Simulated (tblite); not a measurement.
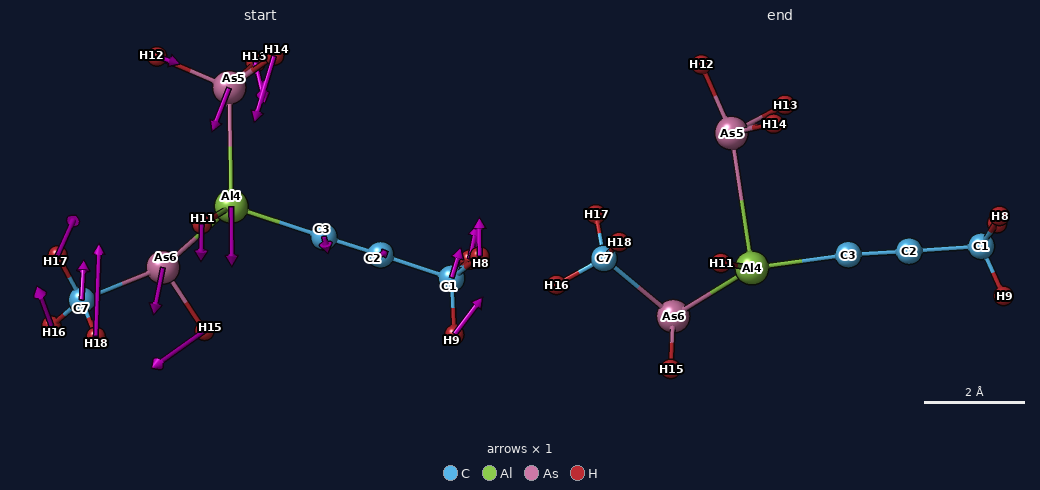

The structure of C4H11AlAs2 before (left) and after (right) a relaxation, at one scale. The purple arrows give the displacements, at their true length.

The picture is a ball-and-stick view, seen face on.

These are results of GFN2-xTB geometry optimisation, gas phase in tblite, not measurements. 

**What changed between the two?**

An H atom moves most after the best rigid fit: 1.90 Å. By element the largest moves are H 1.90 Å, Al 1.25 Å, As 1.01 Å, C 0.86 Å. Among the contacts that change: Al–As 2.395 → 2.730 Å, As–H 1.585 → 1.507 Å, As–H 1.563 → 1.489 Å, C–C 1.499 → 1.449 Å. Bond angles that change, for instance: Al–As–H 112.9° → 163.2°, Al–As–H 105.5° → 79.8°, As–Al–H 108.5° → 83.9°. Over 250 geometry steps the energy falls by 46.9 kcal/mol. Cost: 4.1 s on 1 thread of Arm Neoverse N1 (shared host).
